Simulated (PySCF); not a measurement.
```yaml
atoms:
  - { symbol: O, position_ang: [2.7158, 1.2318, -0.6726] }
  - { symbol: C, position_ang: [2.0756, 0.2030, -0.7295] }
  - { symbol: N, position_ang: [0.7962, 0.0767, -0.3411] }
  - { symbol: C, position_ang: [0.0478, 1.1881, 0.2277] }
  - { symbol: C, position_ang: [-1.3536, 0.6142, 0.4090] }
  - { symbol: C, position_ang: [-1.1029, -0.8796, 0.5971] }
  - { symbol: C, position_ang: [0.0249, -1.1541, -0.3874] }
  - { symbol: H, position_ang: [2.4996, -0.7443, -1.1150] }
  - { symbol: H, position_ang: [0.4962, 1.4885, 1.1806] }
  - { symbol: H, position_ang: [0.0844, 2.0555, -0.4338] }
  - { symbol: H, position_ang: [-1.8832, 1.0707, 1.2455] }
  - { symbol: H, position_ang: [-1.9490, 0.7823, -0.4928] }
  - { symbol: H, position_ang: [-0.7603, -1.0765, 1.6168] }
  - { symbol: H, position_ang: [-1.9824, -1.4960, 0.4092] }
  - { symbol: H, position_ang: [-0.3769, -1.3306, -1.3932] }
  - { symbol: H, position_ang: [0.6385, -2.0142, -0.1122] }
```

Geometry: PBE0-D3(BJ)/def2-TZVP.

These are results of PBE0/pcSseg-2, SCF density, gas phase, non-relativistic (PySCF), not measurements.

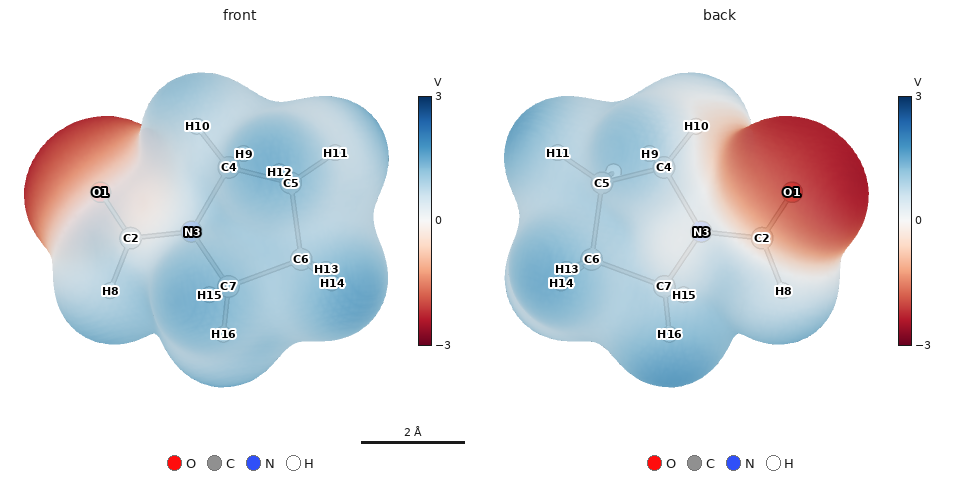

C5H9NO (SMILES O=CN1CCCC1). The molecular electrostatic potential painted on the density surface at 0.004 e/bohr³, seen from the front and from behind; the colour scale runs from red (negative) to blue (positive).

Describe the electrostatic potential map.

Answer. The most negative region (about −2.4 V) lies over O1, the most positive (about +1.6 V) over H14 and H16. O1 is the likeliest acceptor of a hydrogen bond.

What dipole moment does the calculation give?

Answer. Its dipole moment is 4.61 D.
